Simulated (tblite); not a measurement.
# Frequency calculation of C₅H₉FGeO

- system: C₅H₉FGeO, SMILES FCO[C]1=CC[CH2][GeH2]1
- method: GFN2-xTB harmonic vibrations, gas phase (tblite 0.8.0)

It belongs to a series of runs on one base structure; here: C replaced by Ge.

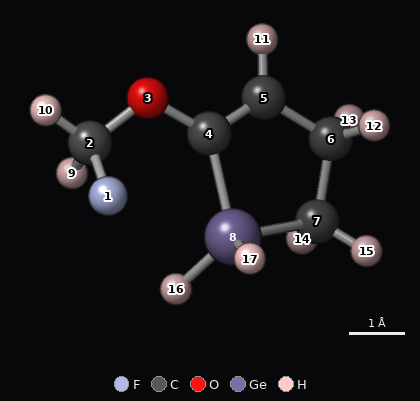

**Figure 1.** The structure (ball-and-stick view, seen at a tilt; atoms are numbered from 1 in the order of the input). Sticks mark near contacts.

## Results in brief

- outcome: converged
- total energy: −707.0621 eV
- zero-point energy: 78.1530 kcal/mol
- hardware: 1 CPU thread, shared host
- wall time: 1 s
- peak memory: 0.18 GiB

## Input file
```
{"job": {"kind": "ir", "xc": "GFN2-xTB", "basis": "xTB"}, "charge": 0, "multiplicity": 1}
F      2.712162    -1.050995     0.310233
C      2.601093     0.080791     1.107296
O      1.802066     1.008295     0.520694
C      0.516179     0.564155     0.257658
C     -0.475575     1.408590    -0.006364
C     -1.821745     0.856409    -0.373929
C     -1.929903    -0.633922    -0.015610
Ge    -0.062190    -1.295917     0.063014
H      2.212428    -0.286697     2.071046
H      3.605750     0.502902     1.211398
H     -0.347537     2.481145    -0.001568
H     -1.962442     0.991538    -1.450244
H     -2.606448     1.434622     0.120889
H     -2.379076    -0.736725     0.972973
H     -2.582172    -1.153802    -0.712889
H      0.242334    -2.184867     1.242546
H      0.468077    -1.973491    -1.167378
```

The first line tells a small driver script what to run in tblite; the rest is the geometry in Å.

Run as:
```bash
OMP_NUM_THREADS=1 python <driver script> task.json out
```

## Output
```
mode    cm-1     km/mol
  1      67.1      1.76
  2     101.9      0.20
  3     144.8     13.24
  4     180.1      8.20
  5     242.9      3.90
  6     270.4      4.51
  7     349.0      3.23
  8     367.4     21.43
  9     449.3     21.65
 10     507.8     35.57
 11     560.6     13.03
 12     582.4     24.56
 13     609.7     32.10
 14     618.6     87.33
 15     669.1     98.79
 16     757.5     76.54
 17     820.4     15.50
 18     834.3    136.25
 19     906.5    217.25
 20     921.2      9.19
 21     945.0      3.45
 22    1035.5      0.83
 23    1087.9      5.11
 24    1100.8     31.57
 25    1116.3      8.59
 26    1148.4    247.23
 27    1178.2    121.98
 28    1223.0      6.42
 29    1240.1      9.46
 30    1254.3      5.63
 31    1312.6      1.90
 32    1320.9      7.53
 33    1429.3      1.35
 34    1462.4      1.56
 35    1483.8      2.16
 36    1672.4     19.03
 37    1929.9    318.19
 38    2003.4    448.03
 39    2854.3     54.72
 40    2931.4     24.75
 41    2960.3     53.63
 42    2964.4     21.90
 43    2969.6     52.59
 44    3010.5     35.80
 45    3072.5     49.72
```

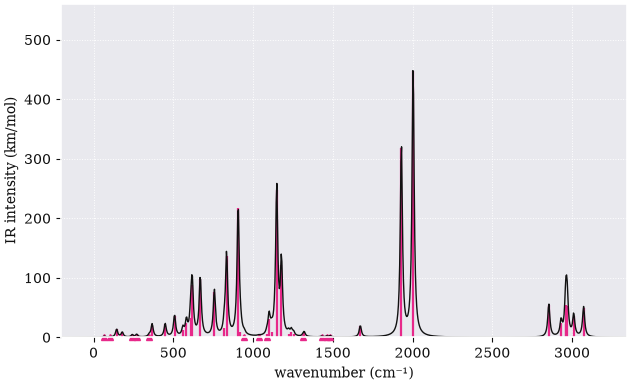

**Figure 2.** Harmonic infrared spectrum, unscaled: sticks (degenerate modes added up, dark ones marked on the axis) with a Lorentzian envelope of 16 cm⁻¹ full width, scaled to the tallest stick. 45 modes from 67 to 3072 cm⁻¹, none imaginary. The strongest line is at 2003 cm⁻¹ (448 km/mol).
